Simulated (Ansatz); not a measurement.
# BClH₇NOSi₂···HCl: what the fields show

The calculation's input:

```
crystal:
  periodic: [false, false, false]
  atoms:
    - {symbol: B, position_ang: [0.551656, -0.453353, -1.073877]}
    - {symbol: Cl, position_ang: [1.372859, -2.837616, 2.011451]}
    - {symbol: Cl, position_ang: [0.088948, -0.752065, -2.774020]}
    - {symbol: N, position_ang: [-0.245387, 0.365133, -0.254929]}
    - {symbol: Si, position_ang: [0.218800, 0.871673, 1.366865]}
    - {symbol: Si, position_ang: [-1.788956, 0.965815, -0.846395]}
    - {symbol: H, position_ang: [1.603981, -2.088322, 0.981556]}
    - {symbol: O, position_ang: [1.695721, -1.053942, -0.618127]}
    - {symbol: H, position_ang: [0.049664, 2.344732, 1.450335]}
    - {symbol: H, position_ang: [1.633699, 0.514764, 1.605068]}
    - {symbol: H, position_ang: [-0.660287, 0.230291, 2.373849]}
    - {symbol: H, position_ang: [-1.603366, 1.933730, -1.953829]}
    - {symbol: H, position_ang: [-2.408883, 1.657746, 0.313653]}
    - {symbol: H, position_ang: [-2.662801, -0.148862, -1.279853]}
    - {symbol: H, position_ang: [2.154252, -1.549727, -1.301745]}
basis:
  gaussian: {orbitals: def2-TZVPP}
hamiltonian: {xc: pbe0, dispersion: d4}
output: {orbitals: {seedname: orbitals}}
```

Command:

```sh
ansatz run in.yaml --threads 4 --pin off --events-out ev --progress --plain --max-ram 46080MiB --backend cuda --devices 0, --max-vram 37GiB
```

The product side of a reaction path; geometry: PBE0-D4/def2-TZVP.

The calculation used Ansatz 0.2.0, RKS PBE0-D4/def2-TZVPP.

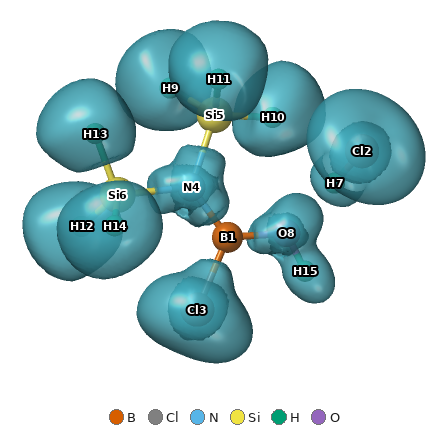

Figure 1. Isosurface of the electron localisation function at 0.75 (cyan), seen across its widest extent. Core shells and regions of very low density are left out.

Q: Identify the bonds, lone pairs and shells in this picture.

A: At this value the surface marks out six regions around hydrogen nuclei, one region on Cl in which the atom's valence shell and bonds are merged, one region on N in which the atom's valence shell and bonds are merged, one joined region spread over several atoms (Cl, H), in which their bonds and any lone pairs are merged and one joined region spread over several atoms (H, O), in which their bonds and any lone pairs are merged. Along the contacts the grid gives the following. O8···H7 (1.91 Å): the ELF dips to about 0.10 between them. B–O (1.37 Å): the ELF peaks at about 0.90 between the atoms: a polar covalent bond.

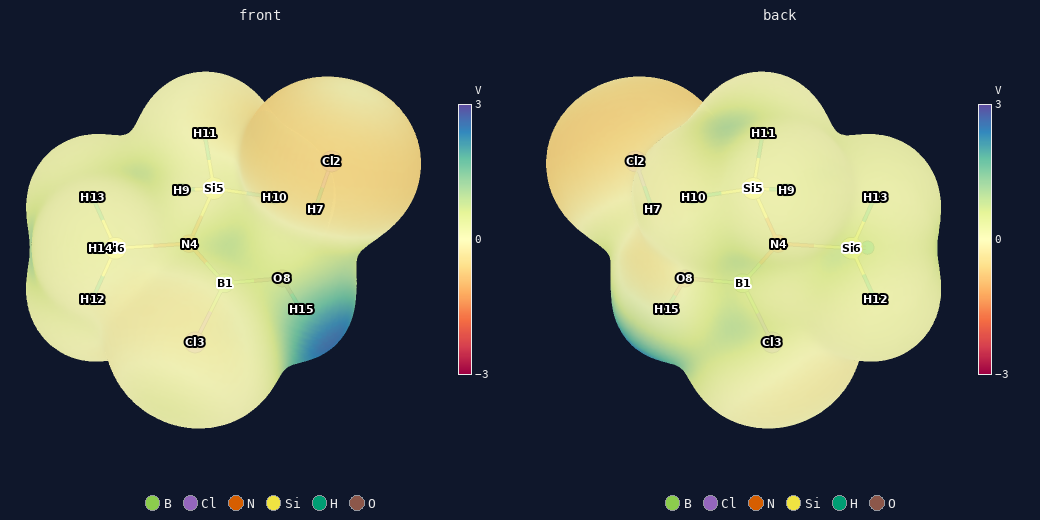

Figure 2. The electrostatic potential painted on the density surface at 0.001 e/bohr³, seen from the front and from behind; red is negative and blue positive.

Q: Describe the electrostatic potential map.

A: The most negative region (about −0.7 V) lies over Cl2, the most positive (about +2.5 V) over H15.

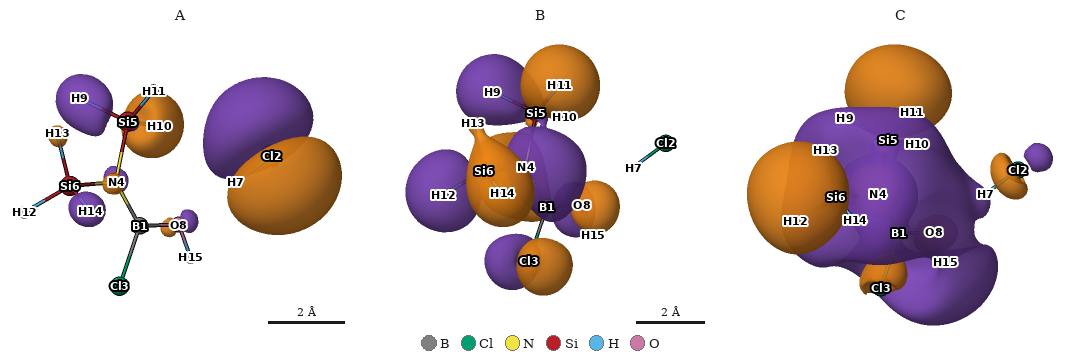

Figure 3. Three frontier orbitals at ±0.05 Å⁻³ᐟ² (orange and purple are the two phases), in no order.

Q: Which picture is the HOMO−1, the HOMO and the LUMO?

A: A is the HOMO−1 (−8.97 eV). Its weight (Hirshfeld) is mainly on Cl2 (about 90 %); largely a lone pair of Cl2. B is the HOMO (−8.35 eV). It lies mainly on N4 (about 40 %), Si5 (about 10 %), Si6 (about 10 %), H11 (about 10 %) and B1 (about 5 %). C is the LUMO (−0.24 eV). Its weight (Hirshfeld) is mainly on Si6 (about 25 %), Si5 (about 20 %), B1 (about 10 %), N4 (about 5 %) and H15 (about 5 %).

Q: What is the HOMO–LUMO gap?

A: 8.11 eV between the orbital energies.
